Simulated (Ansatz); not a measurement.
W (fcc, Cu type)

Space group Fm-3m (No. 225); a = b = c = 3.9976 Å, α = β = γ = 90.00°

| atom | site | symmetry | x | y | z |
|---|---|---|---|---|---|
| W | 4a | m-3m | 0.0000 | 0.0000 | 0.0000 |
(The calculation used a cell of 1 atom; values per cell refer to that cell.)

The volume is varied about the relaxed value V₀ at fixed cell shape. Symmetry pins the atoms to their sites.

All values below come from PBEsol (plane waves to 420 eV, PAW, scalar-relativistic; Ansatz, a first-principles code). k mesh 20×20×20 (Γ-centred), Fermi-Dirac smearing 0.05 eV. Energies are smeared free energies. Spin-orbit coupling is left out, though W is heavy. This is one of several known forms of W; the measured ambient cells at hand have space group No. 229. W is run without spin polarisation. W was relaxed with its symmetry unable to fall. ΔE is measured from the relaxed starting cell.

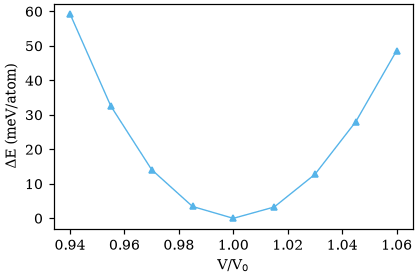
Figure: ΔE (meV/atom) against V/V₀; markers are the computed points, lines only join them.

Q: What is ΔE at V/V₀ = 1.060?

A: About 49 meV/atom.

Q: What is ΔE at V/V₀ = 0.940?

A: About 59 meV/atom.

Q: What bulk modulus B₀ follows from a third-order Birch-Murnaghan fit?

A: About 300 GPa.

(Under strain, the slope of the energy per volume gives the stress and its curvature an elastic modulus.)
